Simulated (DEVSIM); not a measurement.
Device: illuminated GaSb p-on-n cell, one wavelength, at 350 K.

```csv
layer (left to right),material,thickness (μm),Nd (cm⁻³),Na (cm⁻³),τn (s),τp (s),absorption coefficient (cm⁻¹)
1,GaSb,0.290,-,5.7e17,6.9e-10,1.9e-9,36000
2,GaSb,0.660,1.6e16,-,1.1e-8,1.1e-8,36000
```

Left contact: ohmic, minority electron recombination velocity 30 cm/s. Right contact: ohmic, minority hole recombination velocity 10000 cm/s. Voltage is applied to the left contact. Recombination: SRH at mid-gap, radiative, Auger. Light enters at the left, 2.5e18 photons cm⁻² s⁻¹, one pass, no reflection. Mobility is μmin + (μ − μmin)/(1 + (N/Nref)^α).

This is a model device: material constants are rounded textbook-type values typed into the input, and sizes, dopings and lifetimes were drawn at random. Values at 300 K; Nc and Nv go as T^1.5, mobilities as T to minus their exponent, the gap by Varshni's rule with the affinity fixed.

```tsv
parameter	GaSb
gap (eV)	0.726
affinity (eV)	4.06
permittivity	15.7
Nc (cm⁻³)	2.1e17
Nv (cm⁻³)	1.8e19
μn (cm²/Vs)	5000
μp (cm²/Vs)	850
μn,min	1000
μp,min	190
Nref,n	2.8e17
Nref,p	9e17
αn	1.05
αp	0.65
T exponent of μn	2
T exponent of μp	1.7
B (cm³/s)	1e-10
Cn (cm⁶/s)	5e-30
Cp (cm⁶/s)	5e-30
Varshni α (eV/K)	0.00042
Varshni β (K)	140
```

DEVSIM, 1D drift-diffusion, Boltzmann statistics, complete ionisation; no tunnelling, impact ionisation, image-force lowering or self-heating.

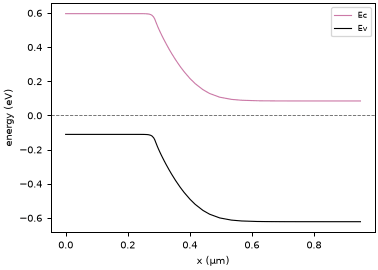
*Band edges at zero bias, in the dark*

Energies count from the Fermi level of the right contact; mesh points crowd at the junctions.

| x (μm) | Ec (eV) | Ev (eV) | n (cm⁻³) | p (cm⁻³) | field (V/cm) |
|---|---|---|---|---|---|
| 0.000 | 0.596 | -0.111 | 7.0e8 | 5.7e17 | ≈ 0 |
| 0.01311 | 0.596 | -0.111 | 7.0e8 | 5.7e17 | ≈ 0 |
| 0.03010 | 0.596 | -0.111 | 7.0e8 | 5.7e17 | ≈ 0 |
| 0.05681 | 0.596 | -0.111 | 7.0e8 | 5.7e17 | ≈ 0 |
| 0.1089 | 0.596 | -0.111 | 7.0e8 | 5.7e17 | ≈ 0 |
| 0.1671 | 0.596 | -0.111 | 7.0e8 | 5.7e17 | ≈ 0 |
| 0.2144 | 0.596 | -0.111 | 7.0e8 | 5.7e17 | ≈ 0 |
| 0.2539 | 0.596 | -0.111 | 7.0e8 | 5.6e17 | -420 |
| 0.2742 | 0.590 | -0.116 | 8.3e8 | 4.8e17 | -7700 |
| 0.2871 | 0.565 | -0.142 | 2.0e9 | 2.0e17 | -39000 |
| 0.2992 | 0.510 | -0.197 | 1.2e10 | 3.3e16 | -41000 |
| 0.3237 | 0.420 | -0.287 | 2.4e11 | 1.7e15 | -34000 |
| 0.3544 | 0.325 | -0.381 | 5.5e12 | 7.3e13 | -28000 |
| 0.4010 | 0.216 | -0.491 | 2.1e14 | 1.9e12 | -19000 |
| 0.4964 | 0.107 | -0.600 | 7.7e15 | 5.2e10 | -4900 |
| 0.6162 | 0.086 | -0.621 | 1.5e16 | 2.6e10 | -320 |
| 0.7226 | 0.085 | -0.622 | 1.6e16 | 2.5e10 | -24 |
| 0.8088 | 0.085 | -0.622 | 1.6e16 | 2.5e10 | ≈ 0 |
| 0.8775 | 0.085 | -0.622 | 1.6e16 | 2.5e10 | ≈ 0 |
| 0.9110 | 0.085 | -0.622 | 1.6e16 | 2.5e10 | ≈ 0 |
| 0.9331 | 0.085 | -0.622 | 1.6e16 | 2.5e10 | ≈ 0 |
| 0.9500 | 0.085 | -0.622 | 1.6e16 | 2.5e10 | ≈ 0 |
